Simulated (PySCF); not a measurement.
**C3H8O2Si: a tour of settings**

Aim: see how C3H8O2Si (`C=C(C)[SiH](O)O`) answers to the choice of functional, basis, grid and SCF options.

The runs use PySCF 2.14.0, with density-fitted response routines of our own; the level of theory stands in each step. All values are computed, except where a source is named. Atoms are numbered from 0 throughout.

## Step 1: The starting structure

14 atoms, charge 0, multiplicity 1; geometry from: GFN2-xTB.

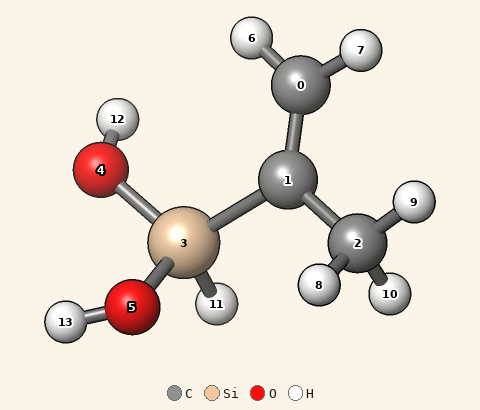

As it starts; carbon grey, silicon light orange, oxygen red, hydrogen white, atoms numbered.

## Step 2: Nuclear shieldings: PBE0/pcSseg-1

The job: settings as JSON, then the geometry in Å.

```
{"job": {"kind": "nmr", "xc": "PBE0", "basis": "pcSseg-1"}, "charge": 0, "multiplicity": 1}
C     -0.609000     1.510593    -0.745231
C     -0.532963     0.309406    -0.187693
C     -1.716932    -0.607331    -0.167233
Si     1.033026    -0.355670     0.628135
O      2.358287     0.563499     0.367373
O      1.341425    -1.788610    -0.066052
H      0.231208     2.185635    -0.774457
H     -1.514741     1.872335    -1.210484
H     -1.452002    -1.551270    -0.639164
H     -2.570835    -0.173690    -0.684249
H     -1.998128    -0.826267     0.861758
H      0.846893    -0.520937     2.073295
H      2.343769     1.489363     0.585694
H      2.239315    -2.107530    -0.098705
```

Method: GIAO PBE0/pcSseg-1 NMR shielding, non-relativistic, gas phase.

Run with:

```sh
> OMP_NUM_THREADS=1 python probes_run.py task.json out
```

This one command runs all jobs of the session in turn.

Output:

```text
coarse grid: 12016 points
cycle   1  E = -558.4445581974  dE =  7.205e-01  |g| = 9.847e-01  |ddm| = 3.323e+00
cycle   2  E = -558.2631653452  dE =  1.814e-01  |g| = 1.403e+00  |ddm| = 1.787e+00
cycle   3  E = -558.6193345430  dE = -3.562e-01  |g| = 9.180e-02  |ddm| = 1.211e+00
cycle   4  E = -558.6209107679  dE = -1.576e-03  |g| = 3.773e-02  |ddm| = 1.061e-01
cycle   5  E = -558.6212739587  dE = -3.632e-04  |g| = 7.312e-03  |ddm| = 3.830e-02
cycle   6  E = -558.6212829276  dE = -8.969e-06  |g| = 4.144e-03  |ddm| = 8.298e-03
cycle   7  E = -558.6212871087  dE = -4.181e-06  |g| = 6.709e-04  |ddm| = 3.465e-03
final grid: 110944 points
cycle   8  E = -558.6765097151  dE = -2.639e-05  |g| = 9.017e-03  |ddm| = 2.069e-02
cycle   9  E = -558.6764979032  dE =  1.181e-05  |g| = 1.199e-02  |ddm| = 1.567e-02
cycle  10  E = -558.6765269969  dE = -2.909e-05  |g| = 9.412e-04  |ddm| = 9.018e-03
cycle  11  E = -558.6765271696  dE = -1.727e-07  |g| = 1.561e-04  |ddm| = 7.584e-04
cycle  12  E = -558.6765271747  dE = -5.155e-09  |g| = 4.727e-05  |ddm| = 1.666e-04
cycle  13  E = -558.6765271751  dE = -3.693e-10  |g| = 2.654e-05  |ddm| = 6.704e-05
converged SCF energy = -558.6765271751

GIAO shielding tensors (ppm)
atom      isotropic    diamagn.    paramagn.     s11        s22        s33       span
  0 C       57.036     253.975    -196.939    -56.004     75.389    151.722    207.726
  1 C       31.629     266.244    -234.615    -84.370      7.378    171.879    256.248
  2 C      162.147     247.092     -84.945    148.960    151.801    185.681     36.720
  3 Si     380.693     880.243    -499.551    353.727    384.356    403.995     50.268
  4 O      299.899     389.826     -89.927    267.925    305.986    325.787     57.861
  5 O      296.450     388.153     -91.703    261.173    305.866    322.312     61.139
  6 H       26.420      33.072      -6.653     23.641     24.744     30.874      7.234
  7 H       25.846      31.487      -5.641     23.070     25.218     29.248      6.178
  8 H       29.374      29.734      -0.361     24.671     29.302     34.148      9.478
  9 H       29.887      30.160      -0.274     26.300     28.523     34.838      8.538
 10 H       29.744      29.662       0.082     26.003     28.184     35.044      9.042
 11 H       26.488      29.872      -3.384     23.305     24.359     31.800      8.495
 12 H       30.210      32.573      -2.363     21.762     24.984     43.884     22.122
 13 H       29.753      29.969      -0.216     21.319     24.658     43.282     21.963
```

Run time: 14 s. Hardware: 1 thread of Intel Xeon Platinum 8488C, shared host; peak memory 0.71 GiB.

The references, computed at this level on geometries of the same kind, shield at (ppm): 1H TMS 31.72, 13C TMS 186.9, 29Si TMS 349.2, 17O H2O 336.1. Their shielding less the atom's gives the shift. The references are single molecules in the gas phase, so shifts against H2O, NH3, PH3, H3PO4 or CFCl3 are not on the usual liquid scales and can be off by tens of ppm. Atoms listed in one row are averaged.

```csv
atoms,environment,σ (ppm),δ (ppm),δ scaled to CDCl3
C1,fully substituted alkene carbon,31.6,155.3,149.7
C0,terminal =CH2 carbon,57.0,129.9,124.9
C2,allylic methyl carbon,162.1,24.8,22.3
H7,hydrogen on a terminal =CH2 carbon,25.85,5.87,5.64
H6,hydrogen on a terminal =CH2 carbon,26.42,5.30,5.10
H11,"hydrogen on a silicon bonded to C, 2 O",26.49,5.23,–
"H8, H9, H10",hydrogen on an allylic methyl carbon,29.67,2.05,2.04
"H12, H13",hydrogen on an oxygen bonded to Si,29.98,1.74,–
Si3,"silicon bonded to C, 2 O, H",380.7,-31.5,–
"O4, O5","oxygen bonded to Si, H",298.2,37.9,–
```

The scaled column applies a straight-line fit of computed shieldings to shifts measured in CDCl3 (root-mean-square error 0.16 ppm for H, 1.9 ppm for C).

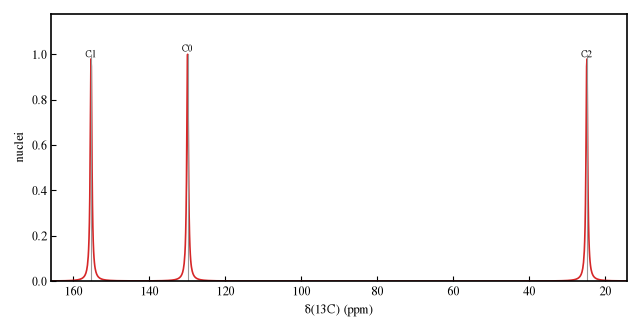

13C lines at the computed shifts, without couplings. Lines are broadened to a width of 0.52 ppm (Lorentzian).

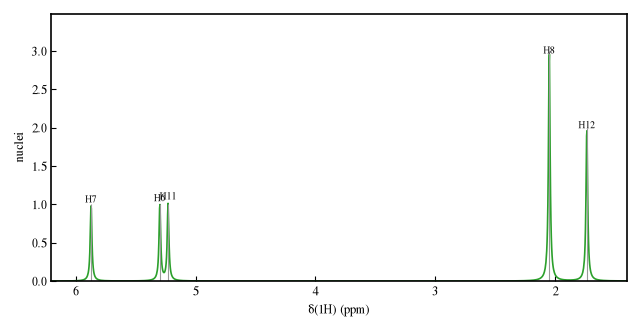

1H lines at the computed shifts, without couplings. Lines are broadened to a width of 0.02 ppm (Lorentzian).

Charges from the same density, by scheme (e):

```csv
atoms,Mulliken,IAO,Hirshfeld,ESP fit
C0,-0.10,-0.31,-0.10,-0.56
C1,-0.60,-0.28,-0.08,0.09
C2,-0.19,-0.42,-0.12,-0.42
Si3,1.11,1.34,0.45,0.79
"O4, O5",-0.56,-0.80,-0.31,-0.70
```

ESP fit charges:

C0 -0.56; C1 0.09; C2 -0.42; Si3 0.79; O4 -0.69; O5 -0.72; H6 0.18; H7 0.22; H8 0.15; H9 0.13; H10 0.12; H11 -0.17; H12 0.42; H13 0.47

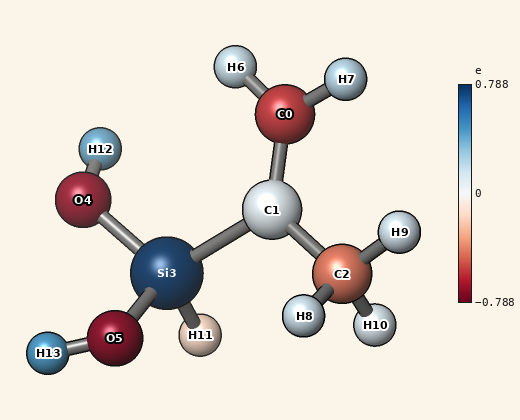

ESP fit charges, as colours on the atoms.

Mayer bond orders: C0–C1 1.98, C1–C2 1.05, C1–Si3 0.81, Si3–O4 1.01, Si3–O5 1.07.

## Step 3: TDDFT and polarisability: PBE0/def2-SVPD

Same as in step 2 but for these lines:

```diff
@@ -1,2 +1,2 @@
-{"job": {"kind": "nmr", "xc": "PBE0", "basis": "pcSseg-1"}, "charge": 0, "multiplicity": 1}
+{"job": {"kind": "uv", "xc": "PBE0", "basis": "def2-SVPD", "nstates": 6, "ntriplets": 2}, "charge": 0, "multiplicity": 1}
 C     -0.609000     1.510593    -0.745231
```

Level: TDDFT PBE0/def2-SVPD, vertical, gas phase, core orbitals frozen in the response.

Output:

```text
coarse grid: 12016 points
cycle   1  E = -558.1931946764  dE =  6.705e-01  |g| = 9.275e-01  |ddm| = 5.732e+00
cycle   2  E = -557.9784083516  dE =  2.148e-01  |g| = 1.401e+00  |ddm| = 2.421e+00
cycle   3  E = -558.3595543719  dE = -3.811e-01  |g| = 9.485e-02  |ddm| = 1.407e+00
cycle   4  E = -558.3613139567  dE = -1.760e-03  |g| = 4.036e-02  |ddm| = 1.825e-01
cycle   5  E = -558.3617572127  dE = -4.433e-04  |g| = 5.155e-03  |ddm| = 7.104e-02
cycle   6  E = -558.3617631854  dE = -5.973e-06  |g| = 2.149e-03  |ddm| = 1.255e-02
final grid: 110944 points
cycle   7  E = -558.4466831111  dE = -2.794e-05  |g| = 9.402e-03  |ddm| = 1.081e-01
cycle   8  E = -558.4466598989  dE =  2.321e-05  |g| = 1.396e-02  |ddm| = 2.836e-02
cycle   9  E = -558.4467035093  dE = -4.361e-05  |g| = 1.376e-03  |ddm| = 1.677e-02
cycle  10  E = -558.4467039795  dE = -4.702e-07  |g| = 2.342e-04  |ddm| = 2.005e-03
cycle  11  E = -558.4467039899  dE = -1.040e-08  |g| = 1.349e-04  |ddm| = 5.878e-04
cycle  12  E = -558.4467039941  dE = -4.179e-09  |g| = 1.843e-05  |ddm| = 1.895e-04
cycle  13  E = -558.4467039942  dE = -8.208e-11  |g| = 4.352e-06  |ddm| = 5.295e-05
converged SCF energy = -558.4467039942

Static polarisability (au): isotropic 68.837, principal 55.933 71.495 79.083

Singlet excitations
state   eV       nm        f      main configurations
  1   6.3504    195.2   0.00733   H-1->L 0.94
  2   6.7394    184.0   0.04930   H->L+1 0.66, H->L 0.30
  3   6.9712    177.9   0.21938   H->L 0.56, H->L+1 0.25, H->L+2 0.10
  4   7.1941    172.3   0.00023   H-1->L+1 0.89
  5   7.4458    166.5   0.03811   H->L+2 0.60, H->L+3 0.31
  6   7.6109    162.9   0.01054   H-1->L+2 0.78, H-2->L 0.11

Triplet excitations (Tamm-Dancoff, eV): 4.2454 5.8305
```

Wall time 21 s (1 thread of Intel Xeon Platinum 8488C, shared host); peak memory 0.79 GiB.

The orbitals next to the gap, with their largest atomic shares:

```csv
orbital,eV,atoms
HOMO−3,-9.61,"O4 52 %, O5 12 %, Si3 10 %"
HOMO−2,-9.49,"O5 47 %, O4 19 %, Si3 11 %"
HOMO−1,-8.09,"C1 21 %, Si3 19 %, H11 14 %"
HOMO,-7.62,"C0 38 %, C1 35 %, C2 9 %"
LUMO,-0.24,"C0 29 %, C1 27 %, Si3 13 %"
LUMO+1,0.29,"O4 26 %, Si3 21 %, H12 16 %"
LUMO+2,0.76,"O5 28 %, H13 15 %, Si3 14 %"
```

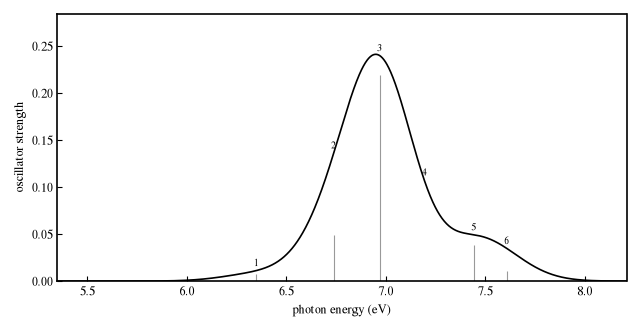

Absorption spectrum from the 6 singlet states computed; above the last one it falls off for lack of states. Lines are broadened to a width of 0.40 eV (Gaussian).

Ground-state properties from the same run:

```csv
property,computed
dipole moment (D),1.12
polarisability (Å³),10.20
HOMO–LUMO gap (eV),7.38
−ε(HOMO) (eV),7.62
```

## Step 4: TDDFT and polarisability: wB97X/def2-SVPD

Same as in step 3 but for these lines:

```diff
@@ -1,2 +1,2 @@
-{"job": {"kind": "uv", "xc": "PBE0", "basis": "def2-SVPD", "nstates": 6, "ntriplets": 2}, "charge": 0, "multiplicity": 1}
+{"job": {"kind": "uv", "xc": "wB97X", "basis": "def2-SVPD", "nstates": 1, "ntriplets": 0, "tda": true, "grid": 3, "scf": {"damp": 0.2}}, "charge": 0, "multiplicity": 1}
 C     -0.609000     1.510593    -0.745231
```

Level: TDA wB97X/def2-SVPD, vertical, gas phase, core orbitals frozen in the response.

Output:

```text
damping 0.20 in the first 6 cycles
final grid: 168168 points
cycle   1  E = -558.6553324242  dE =  7.938e-01  |g| = 8.563e-01  |ddm| = 5.451e+00
cycle   2  E = -558.7418563492  dE = -8.652e-02  |g| = 5.749e-01  |ddm| = 1.522e+00
cycle   3  E = -558.7753371549  dE = -3.348e-02  |g| = 3.862e-01  |ddm| = 7.635e-01
cycle   4  E = -558.7896025741  dE = -1.427e-02  |g| = 2.586e-01  |ddm| = 5.383e-01
cycle   5  E = -558.7960420939  dE = -6.440e-03  |g| = 1.738e-01  |ddm| = 3.410e-01
cycle   6  E = -558.7950102703  dE =  1.032e-03  |g| = 1.895e-01  |ddm| = 2.957e-01
cycle   7  E = -558.7939571387  dE =  1.053e-03  |g| = 2.058e-01  |ddm| = 3.154e-01
cycle   8  E = -558.8012406129  dE = -7.283e-03  |g| = 1.587e-03  |ddm| = 1.629e-01
cycle   9  E = -558.8012409950  dE = -3.821e-07  |g| = 9.612e-04  |ddm| = 3.513e-03
cycle  10  E = -558.8012411997  dE = -2.047e-07  |g| = 8.883e-05  |ddm| = 1.481e-03
cycle  11  E = -558.8012412035  dE = -3.755e-09  |g| = 5.450e-05  |ddm| = 3.957e-04
cycle  12  E = -558.8012412043  dE = -8.638e-10  |g| = 1.380e-05  |ddm| = 1.287e-04
converged SCF energy = -558.8012412043

Static polarisability (au): isotropic 68.261, principal 56.057 70.287 78.439

Singlet excitations
state   eV       nm        f      main configurations
  1   6.7873    182.7   0.01107   H-1->L 0.64, H-1->L+1 0.20
```

Wall time 27 s (1 thread of Intel Xeon Platinum 8488C, shared host); peak memory 0.85 GiB.

This run: HOMO -9.99 eV, LUMO 1.84 eV; lowest singlet 6.79 eV.

## Step 5: Nuclear shieldings: PBE0/pcSseg-0

Same as in step 4 but for these lines:

```diff
@@ -1,2 +1,2 @@
-{"job": {"kind": "uv", "xc": "wB97X", "basis": "def2-SVPD", "nstates": 1, "ntriplets": 0, "tda": true, "grid": 3, "scf": {"damp": 0.2}}, "charge": 0, "multiplicity": 1}
+{"job": {"kind": "nmr", "xc": "PBE0", "basis": "pcSseg-0", "pop": false, "grid": 1}, "charge": 0, "multiplicity": 1}
 C     -0.609000     1.510593    -0.745231
```

Level: GIAO PBE0/pcSseg-0 NMR shielding, non-relativistic, gas phase.

Output:

```text
final grid: 52088 points
cycle   1  E = -557.5808597838  dE =  7.016e-01  |g| = 9.020e-01  |ddm| = 3.725e+00
cycle   2  E = -557.4605404888  dE =  1.203e-01  |g| = 1.218e+00  |ddm| = 2.347e+00
cycle   3  E = -557.7295288923  dE = -2.690e-01  |g| = 7.214e-02  |ddm| = 1.531e+00
cycle   4  E = -557.7305194569  dE = -9.906e-04  |g| = 3.408e-02  |ddm| = 1.399e-01
cycle   5  E = -557.7308110073  dE = -2.916e-04  |g| = 8.038e-03  |ddm| = 4.650e-02
cycle   6  E = -557.7308254932  dE = -1.449e-05  |g| = 3.094e-03  |ddm| = 1.131e-02
cycle   7  E = -557.7308281397  dE = -2.646e-06  |g| = 2.704e-04  |ddm| = 3.904e-03
cycle   8  E = -557.7308281566  dE = -1.696e-08  |g| = 1.607e-04  |ddm| = 5.533e-04
cycle   9  E = -557.7308281611  dE = -4.484e-09  |g| = 2.375e-05  |ddm| = 1.744e-04
cycle  10  E = -557.7308281613  dE = -1.346e-10  |g| = 4.359e-06  |ddm| = 4.041e-05
converged SCF energy = -557.7308281613

GIAO shielding tensors (ppm)
atom      isotropic    diamagn.    paramagn.     s11        s22        s33       span
  0 C       58.550     256.826    -198.277    -58.767     74.633    159.783    218.551
  1 C       44.294     270.993    -226.698    -72.500     22.179    183.204    255.704
  2 C      168.806     247.456     -78.650    154.683    157.820    193.915     39.231
  3 Si     375.223     875.872    -500.649    332.641    380.228    412.799     80.158
  4 O      329.588     400.152     -70.564    292.651    323.239    372.873     80.222
  5 O      325.796     395.489     -69.692    281.860    308.431    387.098    105.239
  6 H       27.897      32.571      -4.674     25.229     26.711     31.750      6.521
  7 H       27.137      31.600      -4.464     24.437     26.579     30.393      5.956
  8 H       30.716      29.400       1.317     25.622     30.860     35.666     10.044
  9 H       31.216      31.121       0.095     27.241     29.709     36.699      9.458
 10 H       31.251      29.848       1.403     27.241     29.762     36.749      9.508
 11 H       27.128      29.090      -1.962     23.033     24.142     34.208     11.174
 12 H       32.363      31.616       0.747     23.768     27.367     45.954     22.186
 13 H       32.026      29.929       2.097     23.517     27.033     45.529     22.012
```

It took 3 s on 1 thread of Intel Xeon Platinum 8488C, shared host; peak memory 0.4 GiB.

Key values: δ C1 151.5, C0 137.3, C2 27.0, Si3 -29.5, H11 6.17, H7 6.16 ppm.

## Step 6: Nuclear shieldings: OPBE/pcseg-1

Same as in step 5 but for these lines:

```diff
@@ -1,2 +1,2 @@
-{"job": {"kind": "nmr", "xc": "PBE0", "basis": "pcSseg-0", "pop": false, "grid": 1}, "charge": 0, "multiplicity": 1}
+{"job": {"kind": "nmr", "xc": "OPBE", "basis": "pcseg-1", "pop": false}, "charge": 0, "multiplicity": 1}
 C     -0.609000     1.510593    -0.745231
```

With the program's defaults for keys left out, this is: GIAO OPBE/pcseg-1 NMR shielding, non-relativistic, gas phase.

Output:

```text
coarse grid: 12016 points
cycle   1  E = -558.6199191720  dE =  6.341e-01  |g| = 1.004e+00  |ddm| = 3.808e+00
cycle   2  E = -558.1375449618  dE =  4.824e-01  |g| = 1.828e+00  |ddm| = 2.790e+00
cycle   3  E = -558.8184153608  dE = -6.809e-01  |g| = 1.528e-01  |ddm| = 2.089e+00
cycle   4  E = -558.8234769965  dE = -5.062e-03  |g| = 6.849e-02  |ddm| = 2.386e-01
cycle   5  E = -558.8247032144  dE = -1.226e-03  |g| = 1.284e-02  |ddm| = 8.498e-02
cycle   6  E = -558.8247459206  dE = -4.271e-05  |g| = 6.083e-03  |ddm| = 2.443e-02
cycle   7  E = -558.8247545973  dE = -8.677e-06  |g| = 2.718e-03  |ddm| = 8.761e-03
final grid: 110944 points
cycle   8  E = -558.8834893525  dE = -1.394e-05  |g| = 2.444e-02  |ddm| = 5.019e-02
cycle   9  E = -558.8831366919  dE =  3.527e-04  |g| = 4.757e-02  |ddm| = 6.350e-02
cycle  10  E = -558.8836042669  dE = -4.676e-04  |g| = 5.074e-03  |ddm| = 4.379e-02
cycle  11  E = -558.8836112937  dE = -7.027e-06  |g| = 7.661e-04  |ddm| = 5.401e-03
cycle  12  E = -558.8836114350  dE = -1.413e-07  |g| = 2.455e-04  |ddm| = 1.008e-03
cycle  13  E = -558.8836114507  dE = -1.572e-08  |g| = 3.352e-05  |ddm| = 2.742e-04
cycle  14  E = -558.8836114510  dE = -2.713e-10  |g| = 8.583e-06  |ddm| = 5.067e-05
converged SCF energy = -558.8836114510

GIAO shielding tensors (ppm)
atom      isotropic    diamagn.    paramagn.     s11        s22        s33       span
  0 C       70.422     254.128    -183.706    -29.383     79.621    161.028    190.411
  1 C       47.920     263.177    -215.257    -51.289     20.372    174.677    225.966
  2 C      169.458     246.996     -77.538    155.858    158.676    193.838     37.980
  3 Si     359.585     880.654    -521.068    336.938    360.825    380.994     44.056
  4 O      298.146     386.289     -88.143    265.748    308.586    320.104     54.357
  5 O      297.367     385.530     -88.163    260.222    307.641    324.238     64.016
  6 H       26.435      33.094      -6.659     23.719     24.808     30.777      7.059
  7 H       25.952      31.572      -5.620     23.316     25.499     29.041      5.725
  8 H       29.431      29.546      -0.115     24.767     29.436     34.089      9.322
  9 H       29.982      30.143      -0.160     26.643     28.529     34.775      8.133
 10 H       29.778      29.560       0.218     26.031     28.338     34.965      8.934
 11 H       26.290      30.256      -3.966     23.049     24.206     31.614      8.565
 12 H       30.546      32.628      -2.081     22.379     25.313     43.947     21.569
 13 H       30.166      30.790      -0.624     21.859     25.144     43.495     21.637
```

Wall time 15 s (1 thread of Intel Xeon Platinum 8488C, shared host); peak memory 0.61 GiB.

This run: δ C1 148.1, C0 125.6, C2 26.5, Si3 -34.2, H7 5.90, H11 5.56 ppm.

## Step 7: Side by side: NMR shifts

Shifts (ppm) of some atoms, chosen among heavy atoms and hydrogens apart, means over like atoms, with basis size and wall time:

```csv
run,C1,C0,C2,H11,H12,Si3,O4,functions,time
PBE0/pcSseg-1,155.3,129.9,24.8,5.23,1.74,-31.5,37.9,149,14 s
PBE0/pcSseg-0,151.5,137.3,27.0,6.17,1.10,-29.5,12.9,74,3 s
OPBE/pcseg-1,148.1,125.6,26.5,5.56,1.49,-34.2,38.6,128,15 s
```

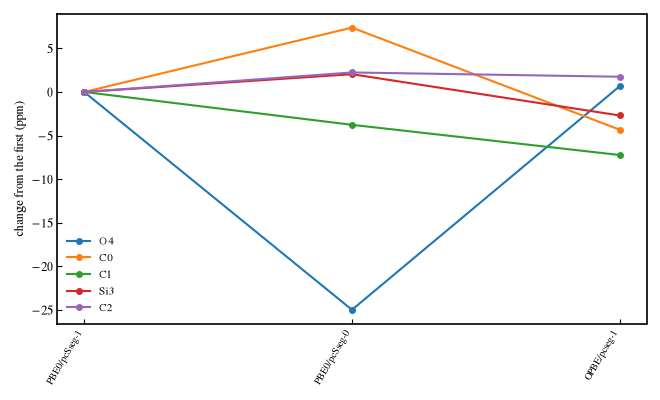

How five of the tabulated atoms move from run to run.

## Step 8: Comparing the runs: electronic excitations

Excitations and ground-state properties, with basis size and wall time:

```csv
run,lowest singlet (eV),brightest (eV),f,gap (eV),α (Å³),μ (D),functions,time
PBE0/def2-SVPD,6.35,6.97,0.219,7.38,10.20,1.12,194,21 s
wB97X/def2-SVPD,6.79,6.79,0.011,11.83,10.12,1.17,194,27 s
```

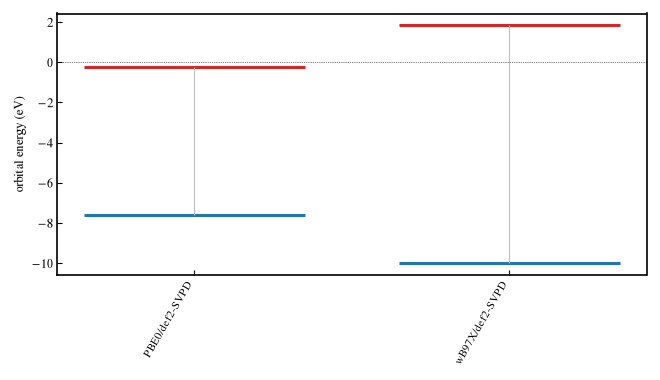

HOMO (blue) and LUMO (red) run by run.

## Step 9: What came out

```
                                                               quantity                             value
                                 13C shifts against TMS (PBE0/pcSseg-1)            155.3, 129.9, 24.8 ppm
 1H shifts against TMS (PBE0/pcSseg-1, means over atoms taken as alike)  5.87, 5.30, 5.23, 2.05, 1.74 ppm
                                29Si shifts against TMS (PBE0/pcSseg-1)                         -31.5 ppm
17O shifts against H2O (PBE0/pcSseg-1, means over atoms taken as alike)                          37.9 ppm
                                        lowest singlet (PBE0/def2-SVPD)       6.35 eV (195 nm), f = 0.007
                               brightest single state of those computed       state 3, 6.97 eV, f = 0.219
                                                         lowest triplet                           4.25 eV
                         range of the shift of O4 (with its like atoms)                  12.9 to 38.6 ppm
                                            range of the lowest singlet                   6.35 to 6.79 eV
```

What this shows: Single values in the summary come from the first sound run of each kind (PBE0/pcSseg-1; PBE0/def2-SVPD), which need not be the best level. The most deshielded carbon is C1 (fully substituted alkene carbon), at 155.3 ppm: an sp2 carbon of a C=C bond. At PBE0/pcSseg-1: Shielding is most anisotropic at C1 (span 256 ppm, paramagnetic term -235 ppm). The lowest singlet, at 6.35 eV, is HOMO−1→LUMO 0.94 and is weak; of the 6 states computed, the strongest absorption comes from state 3 at 6.97 eV. The lowest triplet lies 2.10 eV below the lowest singlet (triplets in Tamm-Dancoff, singlets in full TDDFT). In ppm, O4 (with its like atoms) moves most: its shift spreads over 25.7 ppm, from 12.9 (PBE0/pcSseg-0) to 38.6 (OPBE/pcseg-1). The lowest singlet runs from 6.35 eV (PBE0/def2-SVPD) to 6.79 eV (wB97X/def2-SVPD), while the orbital gap spans 7.38 to 11.83 eV: the excitation energy moves far less from run to run than the orbital gap does. Some runs use the Tamm-Dancoff approximation and others full TDDFT, which shifts states apart from functional and basis. The lowest state need not be the same one in every run. The runs solved for a few states only, so the brightest column depends on that window.
